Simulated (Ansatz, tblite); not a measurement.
**C₂₂H₂₀OS: spin states and exact exchange**

Aim: set other spin states of C₂₂H₂₀OS against its singlet, on many levels of theory.

Method: as each input shows; program: Ansatz 0.2.0, Gaussian basis.

The runs, in order: triplet, at the geometry of the singlet (GFN1-xTB, GFN2-xTB, PBE0-D4/def2-TZVP, PBE-D4/def2-TZVP); the singlet's energies come from earlier runs.

**1. The relaxed structure**

The singlet was relaxed beforehand with PBE-D4/def2-SVP.

SMILES `CC(=O)SCCCCc1ccc2ccc3cccc4ccc1c2c34`, 44 atoms, charge 0, spin multiplicity 1.

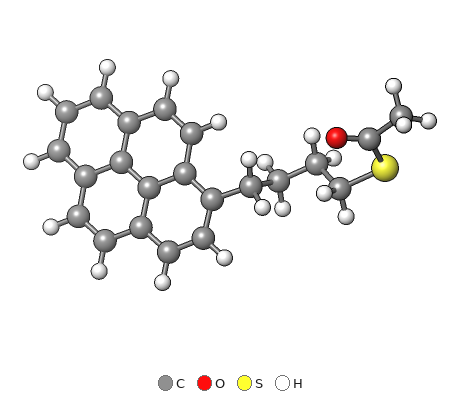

The structure; carbon grey, oxygen red, sulfur yellow, hydrogen white.

**2. Triplet at the fixed geometry, GFN1-xTB**

Tight binding, by tblite at 300 K electronic temperature and without a spin-polarisation term:

```python
tblite.interface.Calculator('GFN1-xTB', numbers, positions, charge=0, uhf=2).singlepoint()
```

Energy -1786.1194 eV; 0.12 s.

**3. Triplet at the fixed geometry, GFN2-xTB**

Tight binding, by tblite at 300 K electronic temperature and without a spin-polarisation term:

```python
tblite.interface.Calculator('GFN2-xTB', numbers, positions, charge=0, uhf=2).singlepoint()
```

Energy -1756.8662 eV; 0.097 s.

**4. Triplet at the fixed geometry, PBE0-D4/def2-TZVP**

The input, in.yaml:

```yaml
crystal:
  periodic: [false, false, false]
  atoms:
    - {symbol: C, position_ang: [6.312816, 3.181548, -2.705727]}
    - {symbol: C, position_ang: [5.321551, 2.169456, -2.172820]}
    - {symbol: O, position_ang: [4.746108, 2.275839, -1.105149]}
    - {symbol: S, position_ang: [5.085939, 0.771440, -3.285750]}
    - {symbol: C, position_ang: [3.846912, -0.151271, -2.311832]}
    - {symbol: C, position_ang: [2.412787, 0.322094, -2.556743]}
    - {symbol: C, position_ang: [1.365191, -0.446784, -1.740528]}
    - {symbol: C, position_ang: [1.505559, -0.280887, -0.212995]}
    - {symbol: C, position_ang: [0.376724, -0.931153, 0.551392]}
    - {symbol: C, position_ang: [0.554377, -2.222578, 1.082077]}
    - {symbol: C, position_ang: [-0.470688, -2.897757, 1.750859]}
    - {symbol: C, position_ang: [-1.737553, -2.300227, 1.916859]}
    - {symbol: C, position_ang: [-2.815873, -2.965711, 2.597003]}
    - {symbol: C, position_ang: [-4.041598, -2.366379, 2.748210]}
    - {symbol: C, position_ang: [-4.292448, -1.047759, 2.230871]}
    - {symbol: C, position_ang: [-5.545595, -0.411033, 2.372759]}
    - {symbol: C, position_ang: [-5.761575, 0.874401, 1.858559]}
    - {symbol: C, position_ang: [-4.734265, 1.553695, 1.191582]}
    - {symbol: C, position_ang: [-3.464105, 0.957558, 1.024732]}
    - {symbol: C, position_ang: [-2.385186, 1.624141, 0.350034]}
    - {symbol: C, position_ang: [-1.157682, 1.026759, 0.197300]}
    - {symbol: C, position_ang: [-0.889882, -0.295440, 0.703294]}
    - {symbol: C, position_ang: [-1.952402, -0.982123, 1.388495]}
    - {symbol: C, position_ang: [-3.231661, -0.359293, 1.547610]}
    - {symbol: H, position_ang: [7.157583, 3.263464, -1.991968]}
    - {symbol: H, position_ang: [5.822268, 4.174808, -2.747814]}
    - {symbol: H, position_ang: [6.700050, 2.915717, -3.707213]}
    - {symbol: H, position_ang: [3.980066, -1.219583, -2.580156]}
    - {symbol: H, position_ang: [4.139701, -0.012912, -1.251161]}
    - {symbol: H, position_ang: [2.178395, 0.232466, -3.638579]}
    - {symbol: H, position_ang: [2.353569, 1.403779, -2.309159]}
    - {symbol: H, position_ang: [1.402547, -1.530102, -1.991470]}
    - {symbol: H, position_ang: [0.353955, -0.105301, -2.047930]}
    - {symbol: H, position_ang: [2.463310, -0.727748, 0.124360]}
    - {symbol: H, position_ang: [1.579226, 0.800789, 0.029136]}
    - {symbol: H, position_ang: [1.535854, -2.709798, 0.965913]}
    - {symbol: H, position_ang: [-0.296152, -3.906319, 2.156925]}
    - {symbol: H, position_ang: [-2.635164, -3.975673, 2.997247]}
    - {symbol: H, position_ang: [-4.858431, -2.888040, 3.270970]}
    - {symbol: H, position_ang: [-6.355984, -0.941987, 2.896135]}
    - {symbol: H, position_ang: [-6.745119, 1.353346, 1.980026]}
    - {symbol: H, position_ang: [-4.906121, 2.564004, 0.788785]}
    - {symbol: H, position_ang: [-2.560673, 2.637197, -0.044630]}
    - {symbol: H, position_ang: [-0.356332, 1.573337, -0.319540]}
basis:
  gaussian: {orbitals: def2-TZVP, fitting: {mean_field: def2-universal-jkfit}}
magnetization: {spin_polarized: true, initial_magnetization: 2}
hamiltonian: {xc: pbe0, dispersion: d4}
scf: {omitted_lower_state_checks: [starts]}
output: {orbitals: {seedname: orbitals}}
```

On the command line:

```sh
$ ansatz run in.yaml --threads 2 --pin off --events-out ev --progress --plain --max-ram 32768MiB --backend cuda --devices 0, --max-vram 18GiB
```

The program printed:

```text
Functional definition: PBE0
  name "PBE0"
  cite "Adamo & Barone, J. Chem. Phys. 110, 6158 (1999) doi:10.1063/1.478522"
  cite "Perdew, Burke & Ernzerhof, Phys. Rev. Lett. 77, 3865 (1996) doi:10.1103/PhysRevLett.77.3865"
  parent pbe
  parameter a = 0.25
  parameter kappa = 0.804
  parameter beta = 0.06672455060314922
  exchange = (1 - a)*pbe_x(kappa = kappa, mu = beta*pi^2/3) + a*exact_x
  correlation = pbe_c(beta = beta)
these checks for a lower state are left out or cut short: starts
2215 factors; integrals over basis functions are off by at most 8.8e-1 eV
mean field evaluation 1: about -35955.5857 eV, gradient 8.6e1 eV
mean field evaluation 2: about -35126.9988 eV, gradient 3.0e2 eV
mean field evaluation 4: about -35943.7995 eV, gradient 7.8e1 eV
mean field evaluation 8: about -35997.4638 eV, gradient 4.6e-1 eV
mean field -35997.46632465 eV, -1322.8824874719 hartree, gradient 2.0e-5 eV, S^2 2.048358; 0 other end points of the search recorded, 0 dependent functions left out
reference -35997.46639046 eV, -1322.8824898901 hartree; 89, 87 occupied and 781, 783 virtual orbitals, 2215 factors
Total energy: -35998.94812774 eV, -1322.9369427309 hartree
Checks for a lower state left out: starts
```

Run time: 18 s. Hardware: 1 × H100 (card shared with other runs) with 2 threads of AMD EPYC 7R13, shared host; peak host memory 1.4 GiB.

HOMO -3.39 eV, LUMO -3.99 eV (over both spins; with the spin held, an empty level of the minority spin lies below the top filled one); ⟨S²⟩ 2.048 (pure: 2.00).

**5. Triplet at the fixed geometry, PBE-D4/def2-TZVP**

start.molden holds the orbitals of an earlier run on this state, given as this run's starting guess.

Edit in.yaml of step 4 so:

```diff
@@ -48,5 +48,5 @@
 basis:
-  gaussian: {orbitals: def2-TZVP, fitting: {mean_field: def2-universal-jkfit}}
+  gaussian: {orbitals: def2-TZVP, fitting: {mean_field: def2-universal-jkfit}, initial_orbitals: start.molden}
 magnetization: {spin_polarized: true, initial_magnetization: 2}
-hamiltonian: {xc: pbe0, dispersion: d4}
+hamiltonian: {xc: pbe, dispersion: d4}
 scf: {omitted_lower_state_checks: [starts]}
```

Same command.

The program printed:

```text
Functional definition: PBE
  name "PBE"
  cite "Perdew, Burke & Ernzerhof, Phys. Rev. Lett. 77, 3865 (1996) doi:10.1103/PhysRevLett.77.3865"
  parent pbe
  parameter kappa = 0.804
  parameter beta = 0.06672455060314922
  exchange = pbe_x(kappa = kappa, mu = beta*pi^2/3)
  correlation = pbe_c(beta = beta)
these checks for a lower state are left out or cut short: starts
2215 factors; integrals over basis functions are off by at most 8.8e-1 eV
mean field evaluation 1: about -35994.0131 eV, gradient 1.4e1 eV
mean field evaluation 2: about -35994.4860 eV, gradient 5.1e-1 eV
mean field evaluation 4: about -35994.4879 eV, gradient 1.3e-2 eV
mean field -35994.48794059 eV, -1322.7730338765 hartree, gradient 2.8e-5 eV, S^2 2.014585; 0 other end points of the search recorded, 0 dependent functions left out
reference -35994.48803121 eV, -1322.7730372068 hartree; 89, 87 occupied and 781, 783 virtual orbitals, 2215 factors
Total energy: -35996.20537038 eV, -1322.8361482571 hartree
Checks for a lower state left out: starts
```

Wall time 12 s (1 × H100 (card shared with other runs) with 2 threads of AMD EPYC 7R13, shared host); peak host memory 1.2 GiB.

Report: HOMO -2.76 eV, LUMO -4.62 eV (over both spins; with the spin held, an empty level of the minority spin lies below the top filled one); ⟨S²⟩ 2.015 (pure: 2.00).

**6. Triplet less singlet, vertical**

The singlet's energies are those of its earlier runs, whose logs aren't repeated here.

```
            level  triplet less singlet, vertical (kJ/mol)    time
         GFN1-xTB                                   +216.6  0.21 s
         GFN2-xTB                                   +219.0  0.18 s
 PBE-D4/def2-TZVP                                   +211.0    22 s
PBE0-D4/def2-TZVP                                   +217.9    28 s
```

Times add the two runs; a level without a time comes out of a correlated run. Tight binding without a spin term can't rank spin states.

**7. Summary of results**

| quantity | value |
| --- | --- |
| triplet less singlet, vertical, functionals in def2-TZVP | +211.0 (PBE-D4) to +217.9 kJ/mol (PBE0-D4) |

In words: All functionals put the triplet above the singlet, over a spread of 6.9 kJ/mol. The checks for a lower triplet were left out, so another state of that spin may lie lower. These are electronic energies, without zero-point motion, entropy or surroundings.
